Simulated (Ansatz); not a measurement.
Na2Te (anti-fluorite)

```yaml
crystal:
  lattice:
    - [0.00000, 3.63932, 3.63932]
    - [3.63932, 0.00000, 3.63932]
    - [3.63932, 3.63932, 0.00000]
  atoms:
    - { symbol: Na, position: [0.25000, 0.25000, 0.25000] }
    - { symbol: Na, position: [0.75000, 0.75000, 0.75000] }
    - { symbol: Te, position: [0.00000, 0.00000, 0.00000] }
```

Equation-of-state scan: isotropic scaling of the cell above, V₀ being its volume. Symmetry pins the atoms to their sites.

All values below come from r2SCAN (plane waves to 500 eV, PAW, scalar-relativistic; Ansatz, a first-principles code). k mesh 8×8×8 (Γ-centred), Fermi-Dirac smearing 0.05 eV. The energy includes the smearing's −TS. Na2Te was relaxed with its symmetry unable to fall. Spin-orbit coupling is left out, though Te is heavy. ΔE is measured from the relaxed starting cell.

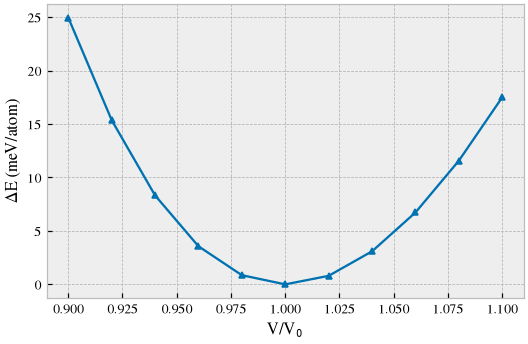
Figure. ΔE (meV/atom) against V/V₀; one marker a computed point.

### Question
What is ΔE at V/V₀ = 1.100?

### Answer
About 18 meV/atom.

### Question
What bulk modulus B₀ follows from a third-order Birch-Murnaghan fit?

### Answer
About 21 GPa.

(Under strain, the slope of the energy per volume gives the stress and its curvature an elastic modulus.)
